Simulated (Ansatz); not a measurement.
All values below come from PBE (plane waves to 420 eV, PAW; Ansatz, a program for electronic structure).

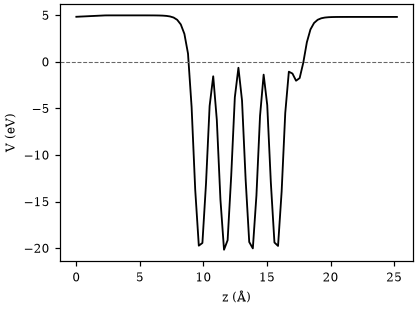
Planar average of the electrostatic potential across the slab, in eV from the Fermi level, for Si on the 1x1 (0001) surface of hcp Co, ferromagnetic, one in a 2x2 cell, started at the site 'bridge Co-Co (span 2.5 Å)'

Slab: 17 atoms, 6.0 Å thick at the start under the adsorbate (thin: gaps and levels are the slab's own); k 7x7x1, smearing 0.1 eV, dipole-corrected; 8 atoms held, the rest relaxed; start symmetry kept, larger cells not searched; spin-polarised, no spin-orbit, no U, no dispersion correction. At the end it is bonded to 3 Co. In PBE it is, or lies within 0.03 eV of, the lowest of the starts that converged.

The vacuum level lies 4.81 eV above the Fermi level over the top face and 4.98 eV above it under the bottom face.
